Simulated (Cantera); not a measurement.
Input: 1 mol Si3N4, 0.21 mol O2, 2.6 mol N2, equilibrated at 1000 Pa.

These are equilibrium values from Cantera (NASA tables, ideal gas, pure condensed phases), not measurements of a reactor. Candidate condensed phases: Si, SiO2, Si2N2O, Si3N4; 16 gas species. Mutual solubility and eutectic melting of coexisting phases are not modelled. The tables' values for SiN are old estimates; treat these amounts as uncertain. The numbers say what is thermodynamically allowed, not how fast it happens.

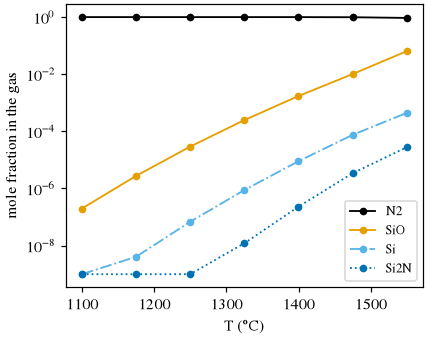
Figure: Equilibrium gas composition (values under 1e-9 drawn at 1e-9)

**Question.** Read off the mole fractions at 1550 °C.

**Answer.** N2 about 0.94, SiO about 0.064, Si about 0.00044, Si2N about 2.8e-5.
